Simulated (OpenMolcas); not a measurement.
# BClF2 (chlorodifluoroborane) at HF/aug-cc-pVDZ

Aim: the vertical electron affinity of BClF2 (chlorodifluoroborane) at HF/aug-cc-pVDZ, from 2 runs. 

Program for the calculation: OpenMolcas 26.06.

### Step 1. The structure to begin with

The species is BClF2 (4 atoms), meant as a singlet with charge 0. SMILES: `FB(F)Cl`. The shape is that of a PBE0-D4/def2-TZVP optimisation.

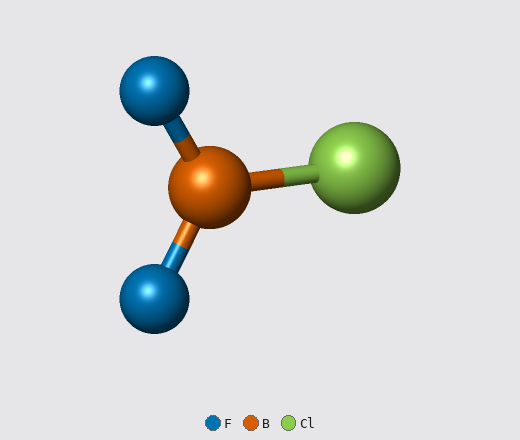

The structure, seen from a chosen angle (fluorine blue, boron orange, chlorine green).

### Step 2. Energy and forces at HF/aug-cc-pVDZ

The input, geom.xyz:

```xyz
4

F     -0.173700    -1.254300    -0.546300
B     -0.067100    -0.041300    -0.062000
F     -1.011600     0.830100    -0.317700
Cl     1.307900     0.405300     0.905700
```

The input, job.input:

```
* BClF2 Hartree-Fock

&GATEWAY
  BasLib
  $CurrDir
  Coord
  geom.xyz
  Basis
  aug-cc-pVDZ
  Group
  NoSym

&SEWARD

&SCF
  PrOrbitals
  1 1

&ALASKA
```

The basis set aug-cc-pVDZ is read from a file made from the Basis Set Exchange's data (not shown).

Run with:

```
$ export MOLCAS_MEM=1860
$ pymolcas job.input > job.log
```

Log:

```text
--- Start Module: gateway ---
[...]
--- Stop Module: gateway /rc=_RC_ALL_IS_WELL_ ---
[...]
      Basis functions           96
[...]
--- Start Module: scf ---
[...]
       Convergence after  11 Iterations
[...]
::    Total SCF energy                               -683.2572600002
[...]
      Total spin, S                                     0.0000000000
[...]
      Total electronic charge=   40.000000
      Total            charge=   -0.000000
[...]
      Dipole Moment (debye):
      Origin of the operator (angstrom)=    0.2677    0.0674    0.1736
                   X=  1.9746E-01               Y=  6.4984E-02               Z=  1.3954E-01           Total=  2.5037E-01
      Quadrupole Moment (debye*angstrom):
[...]
--- Stop Module: scf /rc=_RC_ALL_IS_WELL_ ---
[...]
--- Start Module: alaska ---
[...]
 *              Molecular gradients               *
 **************************************************
  Irreducible representation: a
 ------------------------------------------------------------------------------------------
                              X                       Y                       Z
 ------------------------------------------------------------------------------------------
  F1                8.41335148128453E-04    1.32986322800832E-03    9.52550393976459E-04
  B2                1.92318132992852E-03    7.57301587484882E-04    1.41758587355190E-03
  F3                1.70121713373739E-03   -6.37688267502767E-04    7.77526022734509E-04
  CL4              -4.46573361186253E-03   -1.44947654792205E-03   -3.14766229026375E-03
 ------------------------------------------------------------------------------------------
--- Stop Module: alaska /rc=_RC_ALL_IS_WELL_ ---
[...]
```

Wall time 13 s (1 thread of Intel Xeon Platinum 8259CL at 2.50GHz (Skylake/Cascade Lake), shared host); peak memory 0.53 GiB.

### Step 3. The doublet anion at the same level

geom.xyz is that of step 2.

The input, job.inp:

```
&GATEWAY
  BasLib=$CurrDir
  Coord=geom.xyz
  Basis=aug-cc-pVDZ
  Group=NoSym

&SEWARD

&SCF
  UHF
  Charge=-1
  Spin=2
  PrOrbitals=1 1

&ALASKA
```

The basis set aug-cc-pVDZ is read from a file made from the Basis Set Exchange's data (not shown).

Run with:

```
$ export MOLCAS_MEM=1860
$ pymolcas job.inp > job.log
```

Log:

```text
--- Start Module: gateway ---
[...]
--- Stop Module: gateway /rc=_RC_ALL_IS_WELL_ ---
[...]
      Basis functions           96
[...]
--- Start Module: scf ---
[...]
       Convergence after  19 Iterations
[...]
::    Total SCF energy                               -683.2108716009
[...]
      Total spin, S                                     0.5002662092
[...]
      Total electronic charge=   41.000000
      Total            charge=   -1.000000
[...]
      Dipole Moment (debye):
      Origin of the operator (angstrom)=    0.2677    0.0674    0.1736
                   X= -1.8040E+00               Y= -5.9031E-01               Z= -1.2850E+00           Total=  2.2922E+00
      Center of Charge (angstrom)
[...]
--- Stop Module: scf /rc=_RC_ALL_IS_WELL_ ---
[...]
--- Start Module: alaska ---
[...]
 *              Molecular gradients               *
 **************************************************
  Irreducible representation: a
 ------------------------------------------------------------------------------------------
                              X                       Y                       Z
 ------------------------------------------------------------------------------------------
  F1                2.44599671377599E-03    4.71216735642166E-03    3.08962861290585E-03
  B2               -2.49634393020326E-03   -6.90586581184593E-04   -1.73754917348479E-03
  F3                5.33264412114676E-03   -2.30765592683291E-03    2.35804424425812E-03
  CL4              -5.28229690477389E-03   -1.71392484842947E-03   -3.71012368364809E-03
 ------------------------------------------------------------------------------------------
--- Stop Module: alaska /rc=_RC_ALL_IS_WELL_ ---
[...]
```

It took 17 s on 1 thread of Intel Xeon Platinum 8259CL at 2.50GHz (Skylake/Cascade Lake), shared host; peak memory 0.53 GiB.

### Step 4. Outcome

Level: HF/aug-cc-pVDZ.

| quantity | value |
| --- | --- |
| singlet BClF2: total energy | -683.25726 Eh |
| singlet BClF2: dipole moment | 0.25 D |
| singlet BClF2: HOMO energy | -13.52 eV |
| singlet BClF2: LUMO energy | 1.28 eV |
| singlet BClF2: HOMO–LUMO gap | 14.79 eV |
| singlet BClF2: largest force on an atom | 0.291 eV/Å |
| doublet anion: total energy | -683.21087 Eh |
| doublet anion: HOMO energy (highest over α and β) | 1.25 eV |
| doublet anion: LUMO energy (lowest over α and β) | 3.98 eV |
| doublet anion: ⟨S²⟩ | 0.751 |
| doublet anion: largest force on an atom | 0.343 eV/Å |
| vertical electron affinity (to the doublet anion) | -1.262 eV |

**Reading.** The anion lies 1.26 eV (122 kJ/mol) above the neutral: the electron isn't bound at this level, and such a value depends on the basis. Hartree–Fock misses the correlation that binds many anions. The largest force (singlet BClF2) is 0.29 eV/Å: the shape isn't a stationary point for this species at this level. Mulliken charges (singlet BClF2) run from -0.49 on F1 to +1.26 on B2; in a basis this large or diffuse they mean little. The HOMO (doublet anion) lies at positive energy, 1.25 eV: the electron is unbound at this level or held by a compact basis; values depend on the basis.
